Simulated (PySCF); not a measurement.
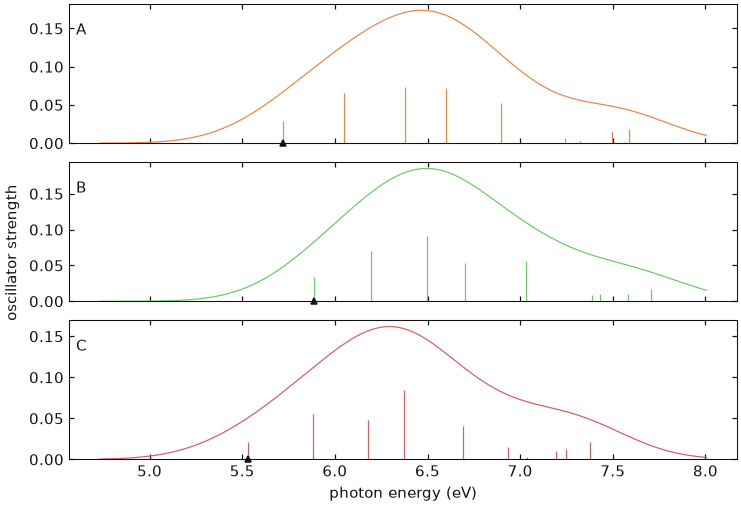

Vertical TDDFT spectra of C₂H₇P (dimethylphosphine), SMILES CPC at one geometry and several levels (PySCF, at a PBE0-D3(BJ)/def2-TZVP geometry (no frequency check)); sticks with Gaussians of 1/e half-width 0.40 eV, the triangle marks S1, which has the same leading orbital pair at all these levels. Only the lowest states were computed, so the high end is incomplete.

Question: The levels are CAM-B3LYP/aug-cc-pVTZ, PBE0/aug-cc-pVTZ and ωB97X-D/aug-cc-pVTZ. Which panel is which?

Answer: A: CAM-B3LYP/aug-cc-pVTZ (S1 at 5.72 eV); B: ωB97X-D/aug-cc-pVTZ (S1 at 5.89 eV); C: PBE0/aug-cc-pVTZ (S1 at 5.53 eV).

Limits of at least one run: core orbitals are frozen in the response; states above the negative HOMO energy depend on the basis.
